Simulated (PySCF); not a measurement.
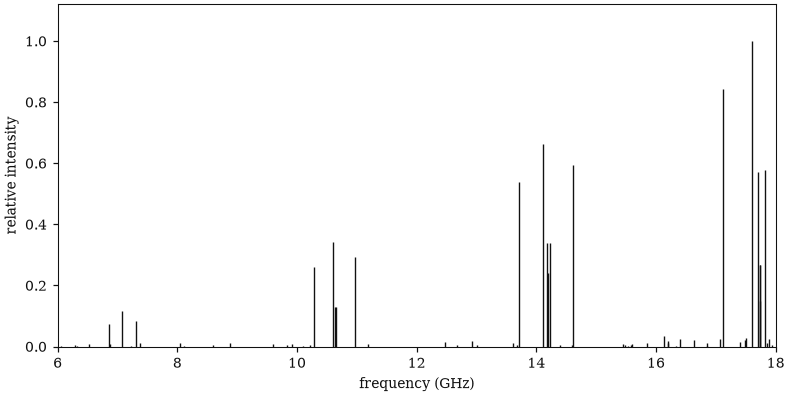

C₄H₆F₂, SMILES CCC=C(F)F. Simulated rotational absorption lines between 6 and 18 GHz at 3 K: rigid rotor with the equilibrium constants and dipole of one optimised conformer (PBE0-D3(BJ)/def2-SVP, PySCF), commonest isotopes; no centrifugal distortion, hyperfine structure, internal rotation or nuclear-spin weights; lines within 1 MHz of each other are summed.

Question: What are the rotational constants, and what kind of rotor is it?

Answer: Rotational constants A, B, C = 7.946, 1.885, 1.659 GHz; Ray's κ = −0.93, a near-prolate asymmetric top.

Question: Assign the strongest lines, as J(Ka,Kc).

Answer:
```csv
GHz,upper,lower,type,relative intensity
17.60,"5(0,5)","4(0,4)",a,1.00
17.13,"5(1,5)","4(1,4)",a,0.84
14.11,"4(0,4)","3(0,3)",a,0.66
14.62,"4(1,3)","3(1,2)",a,0.60
17.83,"5(2,3)","4(2,2)",a,0.58
17.70,"5(2,4)","4(2,3)",a,0.57
13.71,"4(1,4)","3(1,3)",a,0.54
10.61,"3(0,3)","2(0,2)",a,0.34
```

Known limits of this run: coarse grid, loose stop and no frequency check, small forces are noise and the end may be a saddle.
